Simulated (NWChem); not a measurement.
**RbLi (SMILES [Li][Rb]): B3LYP/def2-TZVPP (core potential)**

What is the vertical ionisation energy of RbLi at B3LYP/def2-TZVPP (core potential)? 

The calculation is run with NWChem 7.3.0.

## (1) Starting point

The species is RbLi (2 atoms), meant as a singlet with charge 0. As SMILES, `[Li][Rb]`. The coordinates come from a PBE0-D4/def2-TZVP relaxation.

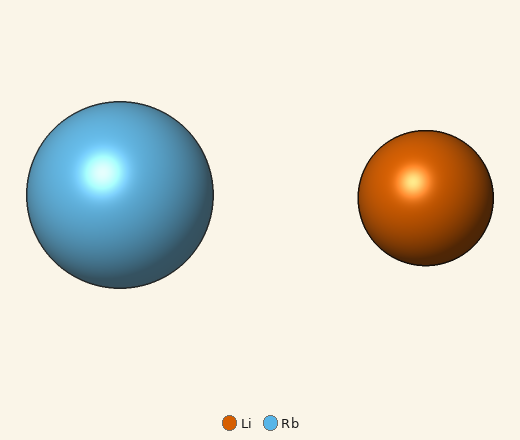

Viewed from a chosen angle; lithium orange, rubidium blue.

## (2) Energy and gradient at B3LYP/def2-TZVPP (core potential)

Input file input.nw:

```
start input
memory total 2200 mb
geometry noautosym nocenter noautoz
 Li       0.000000       0.000000      -0.201360
 Rb       0.000000       0.000000       3.351730
end
basis spherical bse
 Li library def2-TZVPP
 Rb library def2-TZVPP
end
ecp bse
 Rb library def2-TZVPP
end
dft
 xc b3lyp
 grid xfine
 convergence energy 1e-08
 iterations 100
 mulliken
 print low
end
task dft gradient
```

The run is started by

```bash
$ nwchem input.nw > input.out
```

Output:

```text
[...]
 d= 0,ls=0.0,diis     1    -31.6072030657 -3.56D+01  1.28D-02  6.03D-02     3.0
[...]
 d= 0,ls=0.0,diis     8    -31.6138777610 -5.28D-10  7.04D-07  2.08D-11    16.8
         Total DFT energy =      -31.613877761001
      One electron energy =      -57.461378495998
           Coulomb energy =       27.387233738065
    Exchange-Corr. energy =       -5.560961208092
 Nuclear repulsion energy =        4.021228205025
[...]
      Total Density - Mulliken Population Analysis
     ---------------------------------------------
    Atom       Charge   Shell Charges
 -----------   ------   -------------------------------------------------------
    1 Li   3     3.16   0.37  1.26  0.35  0.52  0.62  0.00  0.00  0.04  0.00
    2 Rb   9     8.84   0.03 -0.31  1.52  0.75  0.72  0.10  4.81  1.15  0.05  0.01  0.00  0.02 -0.00  0.00
[...]
                         DFT ENERGY GRADIENTS
    atom               coordinates                        gradient
                 x          y          z           x          y          z
   1 Li      0.000000   0.000000  -0.380515    0.000000  -0.000000  -0.000456
   2 Rb      0.000000   0.000000   6.333851   -0.000000   0.000000   0.000456
 Task  times  cpu:       20.4s     wall:       20.4s
 Total times  cpu:       20.5s     wall:       20.5s
```

Run time: 21 s. Hardware: 1 thread of AMD EPYC, shared host; peak memory 0.12 GiB.

## (3) The doublet cation: a single-point energy at UB3LYP/def2-TZVPP (core potential)

Input file geom.nw:

```
start geom
memory stack 880 mb heap 220 mb global 1100 mb
charge 1
geometry noautosym nocenter noautoz
  Li       0.000000       0.000000      -0.201360
  Rb       0.000000       0.000000       3.351730
end
basis spherical bse
  * library def2-TZVPP
end
ecp bse
  Rb library def2-TZVPP
end
dft
  xc b3lyp
  mult 2
  grid xfine
  convergence energy 1e-08
  iterations 100
  mulliken
  print medium
end
task dft energy
```

The run is started by

```bash
$ nwchem geom.nw > geom.out
```

Output:

```text
[...]
          Wavefunction type:  spin polarized.
          No. of atoms     :     2
          No. of electrons :    11
[...]
          Charge           :     1
          Spin multiplicity:     2
[...]
          AO basis - number of functions:    59
[...]
              XC Information
              --------------
                         B3LYP Method XC Potential
                     Hartree-Fock (Exact) Exchange  0.200
                        Slater Exchange Functional  0.800 local
                    Becke 1988 Exchange Functional  0.720 non-local
              Lee-Yang-Parr Correlation Functional  0.810
                  VWN I RPA Correlation Functional  0.190 local
[...]
 d= 0,ls=0.0,diis     1    -31.4267264352 -3.54D+01  7.70D-03  2.99D-02     3.4
[...]
 d= 0,ls=0.0,diis     7    -31.4463835638 -5.57D-09  1.28D-06  2.67D-10    23.0
[...]
         Total DFT energy =      -31.446383563754
      One electron energy =      -55.359907480536
           Coulomb energy =       25.343929510414
    Exchange-Corr. energy =       -5.451633798657
 Nuclear repulsion energy =        4.021228205025
[...]
      Total Density - Mulliken Population Analysis
     ---------------------------------------------
    Atom       Charge   Shell Charges
 -----------   ------   -------------------------------------------------------
    1 Li   3     2.89   0.36  1.26  0.35  0.46  0.32  0.00  0.01  0.12  0.00
    2 Rb   9     8.11   0.03 -0.30  1.50  0.76  0.21 -0.09  4.84  1.13  0.05 -0.03  0.01  0.01 -0.01  0.00
[...]
      <S2> =      0.7500 (Exact =     0.7500)
[...]
```

Wall time 24 s (1 thread of AMD EPYC, shared host); peak memory 0.12 GiB.

## (4) Outcome

At B3LYP/def2-TZVPP (core potential):

| quantity | value |
| --- | --- |
| singlet RbLi: total energy | -31.61388 Eh |
| singlet RbLi: largest force on an atom | 0.023 eV/Å |
| doublet cation: total energy | -31.44638 Eh |
| doublet cation: HOMO energy (highest over α and β) | -7.90 eV |
| doublet cation: LUMO energy (lowest over α and β) | -5.87 eV |
| doublet cation: ⟨S²⟩ | 0.750 |
| vertical ionisation energy (to the doublet cation) | 4.558 eV |

**Reading.** The vertical ionisation energy comes to 4.56 eV (105 kcal/mol).
